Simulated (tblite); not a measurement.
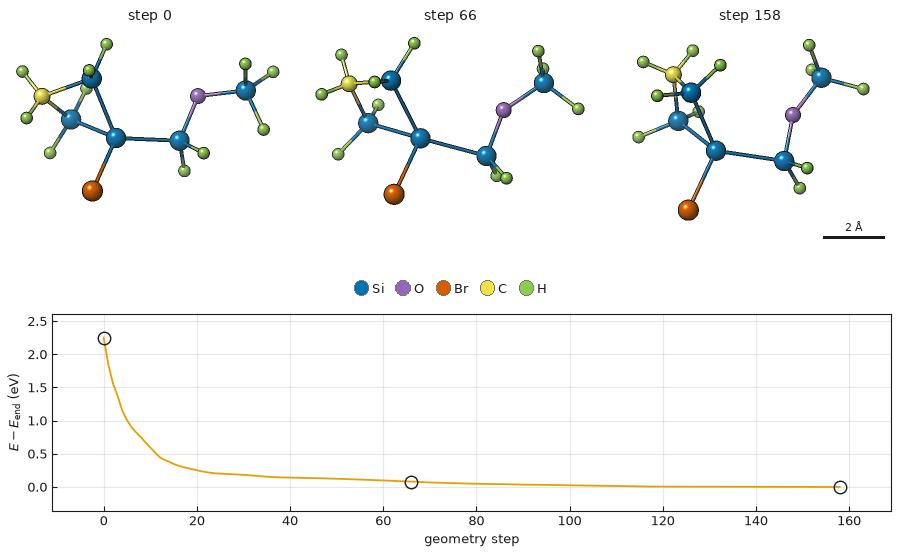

Frames of a relaxation of CH$_{11}$BrOSi$_{5}$, marked on the history of the run. A ball-and-stick model, seen at a tilt.

The calculation used GFN2-xTB geometry optimisation, gas phase (tblite). 

> Describe the path.

After 158 geometry steps the energy has fallen by 2.252 eV. The largest move after the best rigid fit is that of an H atom, 2.48 Å. By element the largest moves are H 2.48 Å, C 1.33 Å, Si 1.02 Å, O 0.93 Å, Br 0.71 Å. Near-neighbour distances that change, for instance: Si–Si 2.589 → 3.064 Å, Si–Si 2.770 → 3.166 Å, Si–Si 2.213 → 2.383 Å, O–Si 1.740 → 1.615 Å. Among the angles between lasting bonds that change: Si–O–Si 106.7° → 154.4°, O–Si–Si 113.9° → 93.4°, Si–C–Si 87.0° → 105.2°. Groups turn about C–Si by about 55°, C–Si by about 55°, Si–Si by about 45°. From step 0 to 66: an H atom moves most (1.12 Å), energy −2.171 eV. From step 66 to 158: an H atom moves most (1.70 Å), energy −0.081 eV.

| step | E − E(0), eV |
| --- | --- |
| 0 | 0.0000 |
| 1 | -0.4067 |
| 2 | -0.6926 |
| 3 | -0.8822 |
| 4 | -1.1020 |
| 5 | -1.2443 |
| 6 | -1.3544 |
| 7 | -1.4318 |
| 8 | -1.5030 |
| 9 | -1.5819 |
| 10 | -1.6566 |
| 18 | -1.9681 |
| 26 | -2.0546 |
| 33 | -2.0866 |
| 41 | -2.1126 |
| 49 | -2.1255 |
| 57 | -2.1457 |
| 65 | -2.1688 |
| 72 | -2.1880 |
| 80 | -2.2029 |
| 88 | -2.2142 |
| 96 | -2.2221 |
| 103 | -2.2299 |
| 111 | -2.2382 |
| 119 | -2.2465 |
| 127 | -2.2480 |
| 135 | -2.2485 |
| 142 | -2.2492 |
| 150 | -2.2511 |
| 158 | -2.2516 |
